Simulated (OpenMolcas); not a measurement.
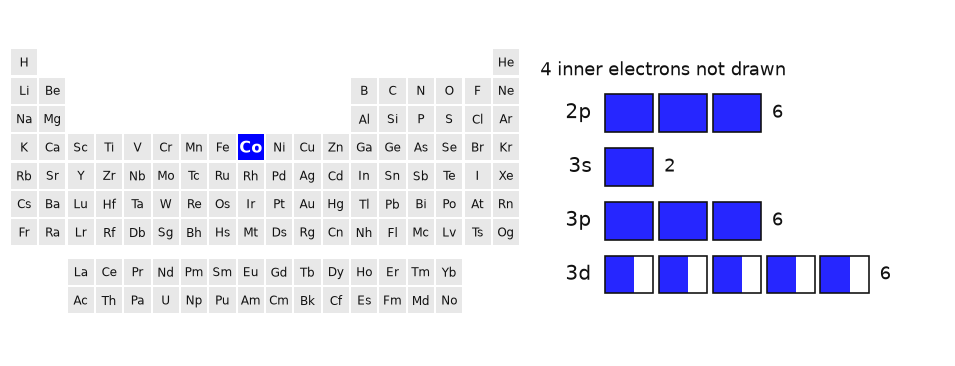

Left, the place of cobalt in the periodic table; right, the outer shells of the leading configuration of the lowest level: a box for each of the 2l + 1 orbitals, shaded by the share of the shell that is filled, with the electron count at the right.

Multiconfigurational calculation: Co³⁺ complex (part 1 of 2)

Co³⁺ with 6 ligands (F; octahedron, 1.966 Å), embedded in Cs2NaYF6 by model potentials and point charges, whose field is part of the energies. Computed at this level: state-averaged CASSCF, active space 6 electrons in the shell 3d, basis ANO-RCC-VDZP on the metal and ANO-RCC-VDZP on the ligands, DKH2 scalar Hamiltonian, spin-orbit coupling by RASSI with atomic mean-field integrals (OpenMolcas).

### Log (extracts)
```
--- SEWARD ---
Basis set label: CO.ANO-RCC...5S4P2D1F.

      Electronic valence basis set:
      ------------------
      Associated Effective Charge  27.000000 au
      Associated Actual Charge     27.000000 au
      Nuclear Model: Point charge

      Shell  nPrim  nBasis  Cartesian Spherical Contaminant
         s      21       5        X
         p      15       4        X
         d      10       2                 X
         f       6       1                 X
                  Relativistic Douglas-Kroll-Hess integrals:
                    - DKH order of Hamiltonian: 2
                    - DKH order of Properties : 0
                  Atomic mean-field integrals
--- RASSCF ---
Wave function specifications:
      -----------------------------

      Number of closed shell electrons          78
      Number of electrons in active shells       6
      Max number of holes in RAS1 space          0
      Max nr of electrons in RAS3 space          0
      Number of inactive orbitals               39
      Number of active orbitals                  5
      Number of secondary orbitals              98
      Spin quantum number                      2.0
      State symmetry                             1
Orbital specifications:
      -----------------------

      Symmetry species                           1   2
                                                ag  au
      Frozen orbitals                            0   0
      Inactive orbitals                         18  21
      Active orbitals                            5   0
      RAS1 orbitals                              0   0
      RAS2 orbitals                              5   0
      RAS3 orbitals                              0   0
      Secondary orbitals                        46  52
      Deleted orbitals                           0   0
      Number of basis functions                 69  73
      Number of CSFs                             5
      Number of root(s) required                 5
      Iter CI   SX   CI       RASSCF       Energy    max ROT     max BLB   max BLB  Level Ln srch  Step   QN
          iter iter root      energy       change     param      element    value   shift minimum  type update
 Nr of preliminary CI iterations:   1
      Total energies have been shifted. Add                -1000.00 au
        1   1   10    0  -989.24718102    0.00E+00  -8.81E-02   23  29 1  4.66E-01*  1.56   0.00    SX    NO
        2   1   10    0  -990.11228703   -8.65E-01* -6.66E-02    9  22 2  1.41E-01*  1.12   0.00    SX    NO
        3   1    9    0  -990.24076919   -1.28E-01* -3.76E-02   21  24 2  6.29E-02*  0.98   0.00    SX    NO
        4   1    9    0  -990.26128532   -2.05E-02* -1.99E-02   21  24 2  3.44E-02*  0.94   0.00    SX    NO
        5   1    9    0  -990.26676863   -5.48E-03* -2.07E-02   21  24 2  1.99E-02*  0.92   2.15    LS   YES
        6   1    8    0  -990.26895425   -2.19E-03*  3.23E-03   19  25 1 -6.51E-03*  0.91   1.10    QN   YES
        7   1    8    0  -990.26931276   -3.59E-04*  2.15E-03    4  32 2 -5.20E-03*  0.91   1.67    LS   YES
        8   1    8    0  -990.26938206   -6.93E-05* -1.28E-03    4  32 2 -4.66E-03*  0.91   1.01    QN   YES
        9   1    7    0  -990.26943188   -4.98E-05* -1.07E-03    6  34 2  1.85E-03*  0.91   1.17    QN   YES
       10   1    7    0  -990.26944191   -1.00E-05* -4.02E-04    6  34 2  7.86E-04*  0.91   1.30    QN   YES
       11   1    6    0  -990.26944361   -1.70E-06* -5.81E-05    5  23 2 -1.42E-04*  0.91   1.19    QN   YES
       12   1    5    0  -990.26944374   -1.27E-07*  1.80E-05    6  34 2 -3.70E-05   0.91   1.16    QN   YES
       13   1    5    0  -990.26944376   -1.96E-08*  1.13E-05    6  34 2 -1.86E-05   0.91   1.05    QN   YES
       14   1    4    0  -990.26944376   -1.25E-09  -4.46E-06    6  24 2  4.74E-06   0.91   1.21    QN   YES
      Convergence after 14 iterations
       15   1    4    0  -990.26944376   -3.53E-10  -4.46E-06    5  33 2  1.41E-06   0.91   1.21    QN   YES
      Natural orbitals and occupation numbers for root  1
      sym 1:   1.000000   2.000000   1.000000   1.000000   1.000000
      Natural orbitals and occupation numbers for root  2
      sym 1:   2.000000   1.000000   1.000000   1.000000   1.000000
      Natural orbitals and occupation numbers for root  3
      sym 1:   2.000000   1.000000   1.000000   1.000000   1.000000
::    RASSCF root number  1 Total energy:  -1990.28728654
::    RASSCF root number  2 Total energy:  -1990.28728654
::    RASSCF root number  3 Total energy:  -1990.28728654
::    RASSCF root number  4 Total energy:  -1990.24267959
::    RASSCF root number  5 Total energy:  -1990.24267959
--- RASSCF ---
Wave function specifications:
      -----------------------------

      Number of closed shell electrons          78
      Number of electrons in active shells       6
      Max number of holes in RAS1 space          0
      Max nr of electrons in RAS3 space          0
      Number of inactive orbitals               39
      Number of active orbitals                  5
      Number of secondary orbitals              98
      Spin quantum number                      1.0
      State symmetry                             1
Orbital specifications:
      -----------------------

      Symmetry species                           1   2
                                                ag  au
      Frozen orbitals                            0   0
      Inactive orbitals                         18  21
      Active orbitals                            5   0
      RAS1 orbitals                              0   0
      RAS2 orbitals                              5   0
      RAS3 orbitals                              0   0
      Secondary orbitals                        46  52
      Deleted orbitals                           0   0
      Number of basis functions                 69  73
      Number of CSFs                            45
      Number of root(s) required                45
      Iter CI   SX   CI       RASSCF       Energy    max ROT     max BLB   max BLB  Level Ln srch  Step   QN
          iter iter root      energy       change     param      element    value   shift minimum  type update
 Nr of preliminary CI iterations:   1
      Total energies have been shifted. Add                -1000.00 au
        1   1    9    0  -990.10336135    0.00E+00  -1.25E-02   20  26 1 -1.87E-02*  0.92   0.00    SX    NO
        2   1    8    0  -990.10529110   -1.93E-03*  9.28E-03    7  34 2 -8.36E-03*  0.93   0.00    SX    NO
        3   1    8    0  -990.10591570   -6.25E-04*  5.03E-03   20  26 1 -4.48E-03*  0.92   0.00    SX    NO
        4   1    8    0  -990.10614130   -2.26E-04* -3.40E-03   12  23 1 -2.99E-03*  0.92   0.00    SX    NO
        5   1    8    0  -990.10622605   -8.48E-05* -4.99E-03   12  23 1 -1.75E-03*  0.92   2.50    LS   YES
        6   1    8    0  -990.10627583   -4.98E-05*  3.75E-04    7  34 2  2.05E-03*  0.92   1.06    QN   YES
        7   1    7    0  -990.10627921   -3.38E-06*  1.21E-04    7  34 2 -5.59E-04*  0.92   0.82    QN   YES
        8   1    6    0  -990.10627988   -6.64E-07*  1.62E-04   10  24 1 -3.26E-04*  0.92   1.39    QN   YES
        9   1    6    0  -990.10628005   -1.73E-07* -5.55E-05   10  24 1 -1.09E-04*  0.92   1.20    QN   YES
       10   1    5    0  -990.10628007   -2.11E-08*  1.45E-05   10  24 1 -2.81E-05   0.92   1.07    QN   YES
       11   1    4    0  -990.10628008   -7.74E-09  -3.19E-06   10  24 1 -5.49E-06   0.92   1.01    QN   YES
      Convergence after 11 iterations
       12   1    4    0  -990.10628008   -1.25E-10  -3.19E-06   15  22 2  2.59E-06   0.92   1.01    QN   YES
      Natural orbitals and occupation numbers for root  1
      sym 1:   1.929803   1.929771   1.046039   0.056392   1.037995
      Natural orbitals and occupation numbers for root  2
      sym 1:   1.929803   1.046039   1.929771   1.037995   0.056391
      Natural orbitals and occupation numbers for root  3
      sym 1:   1.929802   1.929801   1.046009   1.038030   0.056358
::    RASSCF root number  1 Total energy:  -1990.21521262
::    RASSCF root number  2 Total energy:  -1990.21521262
::    RASSCF root number  3 Total energy:  -1990.21521262
::    RASSCF root number  4 Total energy:  -1990.19575948
::    RASSCF root number  5 Total energy:  -1990.19575948
::    RASSCF root number  6 Total energy:  -1990.19575948
::    RASSCF root number  7 Total energy:  -1990.17642614
::    RASSCF root number  8 Total energy:  -1990.17642614
::    RASSCF root number  9 Total energy:  -1990.17642614
::    RASSCF root number 10 Total energy:  -1990.16581888
::    RASSCF root number 11 Total energy:  -1990.16581888
::    RASSCF root number 12 Total energy:  -1990.16581888
::    RASSCF root number 13 Total energy:  -1990.15663513
::    RASSCF root number 14 Total energy:  -1990.15663513
::    RASSCF root number 15 Total energy:  -1990.15662086
::    RASSCF root number 16 Total energy:  -1990.15662086
::    RASSCF root number 17 Total energy:  -1990.15662086
::    RASSCF root number 18 Total energy:  -1990.13436558
::    RASSCF root number 19 Total energy:  -1990.13436558
::    RASSCF root number 20 Total energy:  -1990.13436558
::    RASSCF root number 21 Total energy:  -1990.12925672
::    RASSCF root number 22 Total energy:  -1990.12466391
::    RASSCF root number 23 Total energy:  -1990.12466391
::    RASSCF root number 24 Total energy:  -1990.12386488
::    RASSCF root number 25 Total energy:  -1990.12386488
::    RASSCF root number 26 Total energy:  -1990.12386488
::    RASSCF root number 27 Total energy:  -1990.10578763
::    RASSCF root number 28 Total energy:  -1990.10060440
::    RASSCF root number 29 Total energy:  -1990.10060440
::    RASSCF root number 30 Total energy:  -1990.10060440
--- RASSCF ---
Wave function specifications:
      -----------------------------

      Number of closed shell electrons          78
      Number of electrons in active shells       6
      Max number of holes in RAS1 space          0
      Max nr of electrons in RAS3 space          0
      Number of inactive orbitals               39
      Number of active orbitals                  5
      Number of secondary orbitals              98
      Spin quantum number                      0.0
      State symmetry                             1
Orbital specifications:
      -----------------------

      Symmetry species                           1   2
                                                ag  au
      Frozen orbitals                            0   0
      Inactive orbitals                         18  21
      Active orbitals                            5   0
      RAS1 orbitals                              0   0
      RAS2 orbitals                              5   0
      RAS3 orbitals                              0   0
      Secondary orbitals                        46  52
      Deleted orbitals                           0   0
      Number of basis functions                 69  73
      Number of CSFs                            50
      Number of root(s) required                50
      Iter CI   SX   CI       RASSCF       Energy    max ROT     max BLB   max BLB  Level Ln srch  Step   QN
          iter iter root      energy       change     param      element    value   shift minimum  type update
 Nr of preliminary CI iterations:   1
      Total energies have been shifted. Add                -1000.00 au
        1   1    8    0  -990.02626753    0.00E+00  -5.92E-03   20  26 1 -8.80E-03*  0.91   0.00    SX    NO
        2   1    8    0  -990.02681942   -5.52E-04*  4.29E-03   11  23 1 -3.76E-03*  0.91   0.00    SX    NO
        3   1    8    0  -990.02701335   -1.94E-04* -2.35E-03   20  26 1 -2.41E-03*  0.91   0.00    SX    NO
        4   1    8    0  -990.02708750   -7.41E-05* -1.59E-03   11  23 1 -1.39E-03*  0.91   0.00    SX    NO
        5   1    8    0  -990.02711678   -2.93E-05* -2.36E-03   11  23 1 -8.15E-04*  0.91   2.50    LS   YES
        6   1    7    0  -990.02713534   -1.86E-05* -2.81E-04    8  34 2  1.04E-03*  0.90   1.13    QN   YES
        7   1    7    0  -990.02713657   -1.24E-06* -8.63E-05    8  34 2 -3.35E-04*  0.90   0.85    QN   YES
        8   1    6    0  -990.02713682   -2.50E-07*  1.06E-04   10  24 1 -2.04E-04*  0.90   1.47    QN   YES
        9   1    5    0  -990.02713690   -7.73E-08* -3.71E-05   10  24 1 -6.33E-05   0.90   1.21    QN   YES
       10   1    5    0  -990.02713692   -1.80E-08*  1.05E-05   23  27 1  1.12E-05   0.90   1.04    QN   YES
       11   1    4    0  -990.02713692   -3.06E-09  -6.03E-06   13  24 2  7.16E-06   0.90   1.05    QN   YES
      Convergence after 11 iterations
       12   1    4    0  -990.02713692   -3.24E-10  -6.03E-06   10  24 1  4.52E-06   0.90   1.05    QN   YES
      Natural orbitals and occupation numbers for root  1
      sym 1:   1.957593   1.957593   0.063611   1.957593   0.063611
      Natural orbitals and occupation numbers for root  2
      sym 1:   1.970315   1.966029   0.057548   1.008495   0.997612
      Natural orbitals and occupation numbers for root  3
      sym 1:   1.914759   1.059939   0.947353   1.970506   0.107443
::    RASSCF root number  1 Total energy:  -1990.20220170
::    RASSCF root number  2 Total energy:  -1990.16718040
::    RASSCF root number  3 Total energy:  -1990.16718040
::    RASSCF root number  4 Total energy:  -1990.16718040
::    RASSCF root number  5 Total energy:  -1990.13508859
::    RASSCF root number  6 Total energy:  -1990.13508859
::    RASSCF root number  7 Total energy:  -1990.13508859
::    RASSCF root number  8 Total energy:  -1990.12080028
::    RASSCF root number  9 Total energy:  -1990.12080028
::    RASSCF root number 10 Total energy:  -1990.11431673
::    RASSCF root number 11 Total energy:  -1990.10892171
::    RASSCF root number 12 Total energy:  -1990.10892171
::    RASSCF root number 13 Total energy:  -1990.10892171
::    RASSCF root number 14 Total energy:  -1990.09911531
::    RASSCF root number 15 Total energy:  -1990.09911531
::    RASSCF root number 16 Total energy:  -1990.09911531
::    RASSCF root number 17 Total energy:  -1990.09693739
::    RASSCF root number 18 Total energy:  -1990.07599206
::    RASSCF root number 19 Total energy:  -1990.07599206
::    RASSCF root number 20 Total energy:  -1990.07599206
::    RASSCF root number 21 Total energy:  -1990.07474188
::    RASSCF root number 22 Total energy:  -1990.07474188
::    RASSCF root number 23 Total energy:  -1990.06769991
::    RASSCF root number 24 Total energy:  -1990.06769991
::    RASSCF root number 25 Total energy:  -1990.06769991
::    RASSCF root number 26 Total energy:  -1990.04948777
::    RASSCF root number 27 Total energy:  -1990.03216359
::    RASSCF root number 28 Total energy:  -1990.03216359
::    RASSCF root number 29 Total energy:  -1990.03188627
::    RASSCF root number 30 Total energy:  -1990.02006318
--- RASSI ---
SPIN-FREE ENERGIES:
  (Shifted by EMIN (a.u.) =      -1990.2872865416)

 SF State       Relative EMIN(au)   Rel lowest level(eV)    D:o, cm**(-1)

     1             0.0000000000        0.0000000000              0.0000
     2             0.0000000000        0.0000000000              0.0000
     3             0.0000000000        0.0000000000              0.0000
     4             0.0446069495        1.2138169333           9790.0938
     5             0.0446069495        1.2138169333           9790.0938
     6             0.0720739167        1.9612311848          15818.3963
     7             0.0720739167        1.9612311848          15818.3963
     8             0.0720739167        1.9612311848          15818.3963
    51             0.0850848454        2.3152765923          18673.9651
    10             0.0915270655        2.4905783305          20087.8690
    11             0.0915270655        2.4905783305          20087.8690
     9             0.0915270655        2.4905783305          20087.8690
    13             0.1108603981        3.0166651132          24331.0450
    14             0.1108603981        3.0166651132          24331.0450
    12             0.1108603981        3.0166651132          24331.0450
    52             0.1201061378        3.2682545067          26360.2503
    53             0.1201061378        3.2682545067          26360.2503
    54             0.1201061378        3.2682545067          26360.2503
    15             0.1214676579        3.3053033546          26659.0694
    16             0.1214676579        3.3053033546          26659.0694
    17             0.1214676579        3.3053033546          26659.0694
    19             0.1306514118        3.5552060290          28674.6704
    18             0.1306514118        3.5552060290          28674.6704
    22             0.1306656839        3.5555943925          28677.8028
    20             0.1306656839        3.5555943925          28677.8028
    21             0.1306656839        3.5555943925          28677.8028
    55             0.1521979548        4.1415173333          33403.5900
    56             0.1521979548        4.1415173333          33403.5900
    57             0.1521979548        4.1415173333          33403.5900
    24             0.1529209647        4.1611914360          33562.2724
    25             0.1529209647        4.1611914360          33562.2724
    23             0.1529209647        4.1611914360          33562.2724
    26             0.1580298219        4.3002105210          34683.5369
    27             0.1626226340        4.4251873051          35691.5426
    28             0.1626226340        4.4251873051          35691.5426
    30             0.1634216645        4.4469300340          35866.9096
    31             0.1634216645        4.4469300340          35866.9096
    29             0.1634216645        4.4469300340          35866.9096
    58             0.1664862626        4.5303219973          36539.5111
    59             0.1664862626        4.5303219973          36539.5111
Eigenvalues of complex Hamiltonian:
   -----------------------------------
  (Shifted by EMIN (a.u.) =      -1990.2872865416)

 SO State       Relative EMIN(au)   Rel lowest level(eV)    D:o, cm**(-1)

     1            -0.0022449972        0.0000000000              0.0000
     2            -0.0022449972        0.0000000000              0.0000
     3            -0.0022449972        0.0000000000              0.0000
     4            -0.0010138942        0.0335000197            270.1959
     5            -0.0010138942        0.0335000197            270.1959
     6            -0.0009115808        0.0362841108            292.6511
     7            -0.0009115808        0.0362841108            292.6511
     8            -0.0009115808        0.0362841108            292.6511
     9             0.0007688883        0.0820120039            661.4714
    10             0.0009942186        0.0881435517            710.9257
    11             0.0009942186        0.0881435517            710.9257
    12             0.0009942186        0.0881435517            710.9257
    13             0.0011499695        0.0923817522            745.1091
    14             0.0011499695        0.0923817522            745.1091
    15             0.0011499695        0.0923817522            745.1091
    16             0.0444518929        1.2706871150          10248.7828
    17             0.0444715710        1.2712225812          10253.1016
    18             0.0444715710        1.2712225812          10253.1016
    19             0.0444715710        1.2712225812          10253.1016
    20             0.0444910826        1.2717535207          10257.3839
    21             0.0444910826        1.2717535207          10257.3839
    22             0.0445193544        1.2725228360          10263.5888
    23             0.0445193544        1.2725228360          10263.5888
    24             0.0445193544        1.2725228360          10263.5888
    25             0.0445470220        1.2732757092          10269.6612
    26             0.0706416425        1.9833465063          15996.7684
    27             0.0706416425        1.9833465058          15996.7684
    28             0.0708354852        1.9886212338          16039.3119
    29             0.0708354852        1.9886212338          16039.3119
    30             0.0708354852        1.9886212334          16039.3119
    31             0.0716064908        2.0096013649          16208.5281
    32             0.0731405038        2.0513439847          16545.2050
    33             0.0731405038        2.0513439846          16545.2050
    34             0.0731405038        2.0513439851          16545.2050
    35             0.0873782016        2.4387714808          19670.0185
    36             0.0905088837        2.5239616806          20357.1238
    37             0.0905088837        2.5239616803          20357.1238
    38             0.0905088837        2.5239616806          20357.1238
    39             0.0910085252        2.5375576189          20466.7825
    40             0.0910085252        2.5375576186          20466.7825
```

(Continued in part 2.) Outcome of the run: converged.
